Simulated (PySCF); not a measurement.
SMILES [SiH3][N][SiH3] (H6NSi2), doublet at its PBE0/def2-SVP optimised geometry (Å):

```
9

Si     0.0672     0.8968     0.0000
N     -0.3967     0.1383    -1.4876
Si    -0.9619    -1.3760    -2.1128
H     -0.4125     0.2205     1.2488
H      1.5653     0.8968     0.0000
H     -0.4239     2.3074     0.0000
H     -1.9671    -1.1150    -3.1863
H     -1.5653    -2.3074    -1.1050
H      0.2415    -2.0351    -2.7144
```

Level of theory: unrestricted PBE0/def2-TZVP run with PySCF. Cells within 0.4 Å of a nucleus heavier than hydrogen are left out (blank, or x).

Map of the LUMO amplitude (α orbitals alone; a β orbital can be the lowest empty one) (bohr^(-3/2)) on the plane z = 0.0 Å; orbital energy -0.05 eV, overall sign arbitrary:

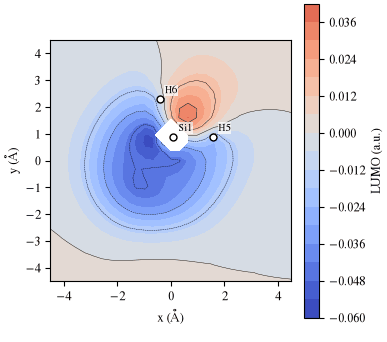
Fig. 1. LUMO amplitude (α orbitals alone; a β orbital can be the lowest empty one) (bohr^(-3/2)) on the plane z = 0.0 Å.
